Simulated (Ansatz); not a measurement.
## Electronic structure of C₅H₁₁Br (SMILES CCC(C)(C)Br) in real space

Input

```
crystal:
  periodic: [false, false, false]
  atoms:
    - {symbol: C, position_ang: [-0.592700, 1.660394, -1.827953]}
    - {symbol: C, position_ang: [0.095914, 1.646967, -0.475066]}
    - {symbol: C, position_ang: [0.192692, 0.298320, 0.237761]}
    - {symbol: C, position_ang: [0.909253, 0.447763, 1.568732]}
    - {symbol: C, position_ang: [0.829115, -0.784702, -0.615259]}
    - {symbol: Br, position_ang: [-1.663606, -0.307620, 0.660468]}
    - {symbol: H, position_ang: [-0.054976, 1.055106, -2.573016]}
    - {symbol: H, position_ang: [-0.648589, 2.687098, -2.218642]}
    - {symbol: H, position_ang: [-1.619008, 1.271299, -1.750443]}
    - {symbol: H, position_ang: [-0.401520, 2.356102, 0.206189]}
    - {symbol: H, position_ang: [1.135546, 2.008414, -0.584920]}
    - {symbol: H, position_ang: [0.928077, -0.502531, 2.120440]}
    - {symbol: H, position_ang: [1.950580, 0.762779, 1.386357]}
    - {symbol: H, position_ang: [0.425063, 1.206700, 2.199478]}
    - {symbol: H, position_ang: [1.849242, -0.471191, -0.895674]}
    - {symbol: H, position_ang: [0.899905, -1.730470, -0.059977]}
    - {symbol: H, position_ang: [0.259742, -0.970406, -1.535506]}
basis:
  gaussian: {orbitals: def2-SVPD}
hamiltonian: {xc: pbe0}
output: {forces: true, orbitals: {seedname: orbitals}}
```

Run with:

```sh
ansatz run input.yaml --threads 4 --pin off --max-ram 7830MiB --events-out events.jsonl --progress --plain --runs-dir runs
```

Geometry: PBE0-D3(BJ)/def2-SVP.

Method: isolated molecule in a Gaussian basis; Kohn-Sham density functional theory, functional PBE0 in Ansatz 0.2.0.

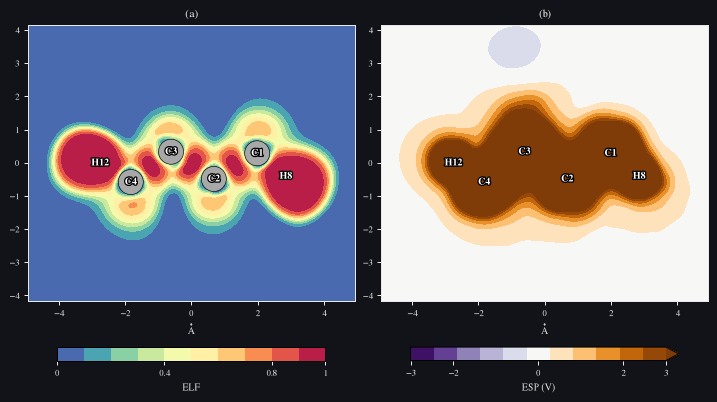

Figure 1. (a) ELF; (b) electrostatic potential on the plane of atoms C1, C2 and C3. Grey discs cover the atomic cores in the ELF map.

> Interpret the plot.

- Atoms in the plane: C and H.
- C–C (1.52 Å): the ELF peaks at about 0.95 between the atoms, as expected for a shared electron pair.
- C–H (1.10 Å): the ELF climbs to about 1 towards the hydrogen, as it does in any bond to H; an ordinary covalent bond to hydrogen.
- Outside the dense part of the molecule the potential is most negative (−0.4 V) near H16, which lies off the plane.

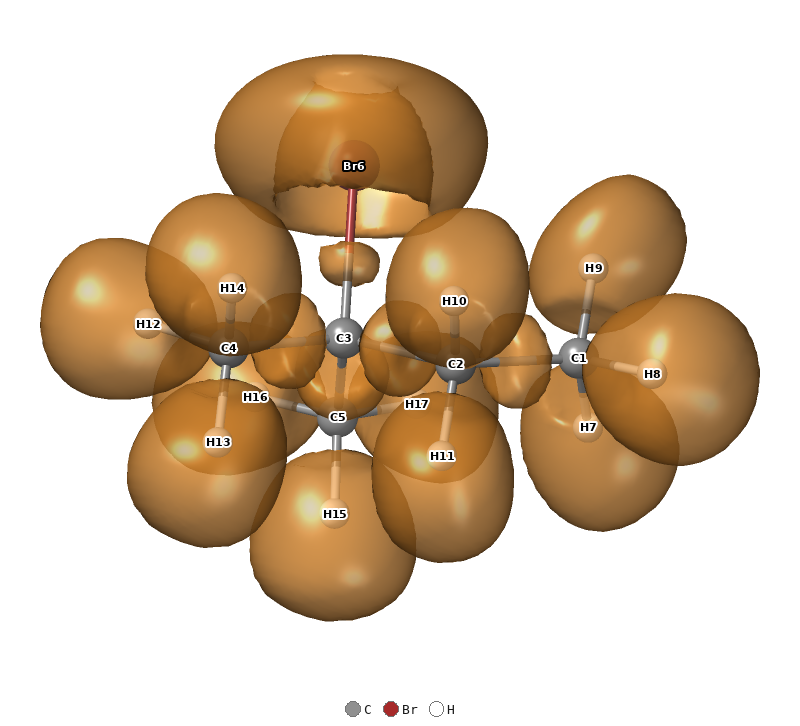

Figure 2. Isosurface of the electron localisation function at 0.75 (orange), seen from one side. Only the valence region is drawn (cores and ρ < 0.01 e/Å³ removed).

> Identify the bonds, lone pairs and shells in this picture.

At this value the surface marks out one region between bonded Br–C atoms (shared pairs), four regions between bonded C–C atoms (shared pairs), eleven regions around hydrogen nuclei and one ring or bowl of non-bonding electrons around Br. Along the contacts the grid gives the following. C–Br (2.00 Å): the ELF peaks at about 0.85 between the atoms, as expected for localised, covalent bonding.

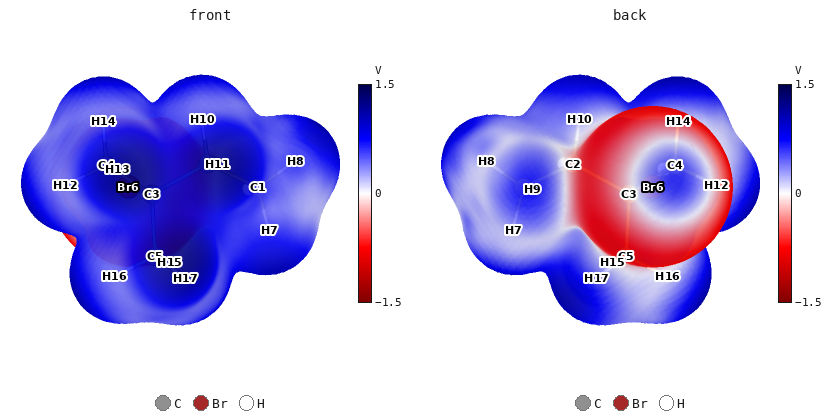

Figure 3. The electrostatic potential painted on the density surface at 0.004 e/bohr³, seen from the front and from behind; the colour scale runs from red (negative) to blue (positive).

> Which sites attract a positive test charge, and which a negative one?

A positive charge is drawn to the negative regions and a negative charge to the positive ones. The most negative region (about −0.8 V, or −18 kcal/mol for a unit charge) lies over Br6, the most positive (about +1.3 V, or +30 kcal/mol for a unit charge) over H11, H13 and H15. Br6 shows a σ-hole: about +0.6 V, or +14 kcal/mol for a unit charge at the tip opposite its bond, against about −0.7 V, or −16 kcal/mol for a unit charge on its flanks.
